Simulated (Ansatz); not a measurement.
**AlN: x(Ga) = 0.25, 8 atoms, R3m**

Take AlN in the zinc blende structure (space group F-43m, No. 216; a = 4.378 Å) as the base.

The other end (x = 1) is GaN in the zinc blende structure (space group F-43m, No. 216): 11.38 Å³/atom, gap 1.70 eV; this end may not be an ambient phase.

One thing is altered: a fraction x = 0.25 of the Al sites is given to Ga, ordered in a cell of 8 atoms (starting symmetry R3m) and fully relaxed.

All numbers come from Ansatz (a first-principles code), PBEsol, PAW, cutoff 420 eV, without spin-orbit coupling. Γ-centred 12×12×12 mesh, Fermi–Dirac width 0.05 eV, for the changed cell.

| quantity | base | changed | shift |
|---|---|---|---|
| volume per atom | 10.49 Å³ | 10.71 Å³ | +0.22 Å³ |
| density | 3.25 g/cm³ | 4.01 g/cm³ | +0.76 g/cm³ |
| band gap | 3.19 eV | 2.89 eV | -0.307 eV |
| gap character (in this cell's own zone, which can be folded) | – | indirect, Γ → F | – |
| valence-band top at Γ (three highest levels, from the VBM) | – | 0.00, 0.00, -0.30 eV | – |
| mixing energy | – | +4 meV/atom | – |
| deviation of the volume from the linear (Vegard-type) interpolation | – | 0.0 % | – |
| bowing parameter b of this ordering, from Eg = [1−x] Eg[0] + x Eg[1] − b x [1−x] | – | -0.3 eV | – |
| mean first-shell distances | – | Al–N 1.901 Å (end compound 1.896 Å), Ga–N 1.934 Å (end compound 1.948 Å) | – |

Final structure:

```
CELL_PARAMETERS angstrom
      1.55861     0.89986    10.17965
     -1.55861     0.89986    10.17965
      0.00000    -1.79973    10.17965
ATOMIC_POSITIONS crystal
  N  0.93711 0.93711 0.93711
  N  0.18787 0.18787 0.18787
  N  0.43914 0.43914 0.43914
  N  0.68586 0.68586 0.68586
  Al 0.99924 0.99924 0.99924
  Al 0.24999 0.24999 0.24999
  Al 0.50091 0.50091 0.50091
  Ga 0.74987 0.74987 0.74987
```

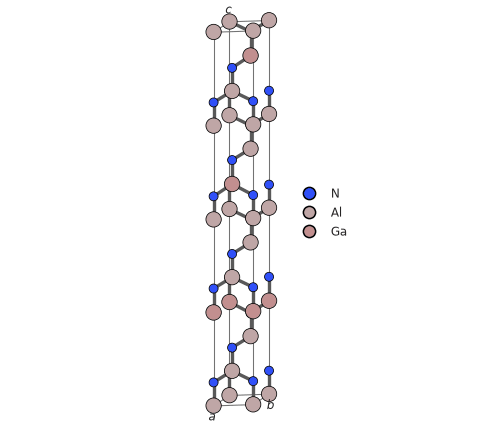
*The relaxed conventional cell after the change*

Each cell is one ordered arrangement of few atoms, which overstates ordering effects compared with a random alloy. No phonon test of stability was made. This is not the structure that AlN has at room temperature and ambient pressure. This is not the structure that GaN has at room temperature and ambient pressure. k-point labels follow each cell's own Brillouin zone.
